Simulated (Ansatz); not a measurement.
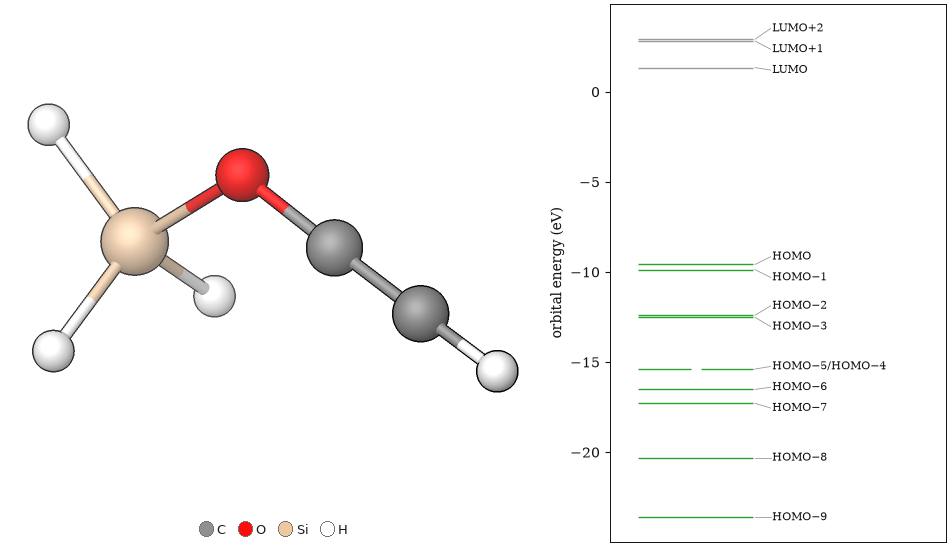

C₂H₄OSi, SMILES C#CO[SiH3]. Kohn-Sham orbital energies near the frontier, ωB97M-V/def2-TZVPP in the Ansatz code 0.2.0, at a PBE0-D4/def2-TZVP geometry (a minimum by its frequencies), isolated molecule; empty levels in grey, levels within 0.03 eV side by side.

Q: Where do the frontier orbitals lie?

A: HOMO at −9.58 eV, LUMO at 1.34 eV, 10.93 eV apart.

Q: List the levels.

A:
```csv
orbital,energy (eV)
LUMO+2,2.92
LUMO+1,2.82
LUMO,1.34
HOMO,−9.58
HOMO−1,−9.87
HOMO−2,−12.40
HOMO−3,−12.52
HOMO−4,−15.37
HOMO−5,−15.38
HOMO−6,−16.52
HOMO−7,−17.29
HOMO−8,−20.31
HOMO−9,−23.62
```

Caveats: empty levels above zero depend strongly on the basis.
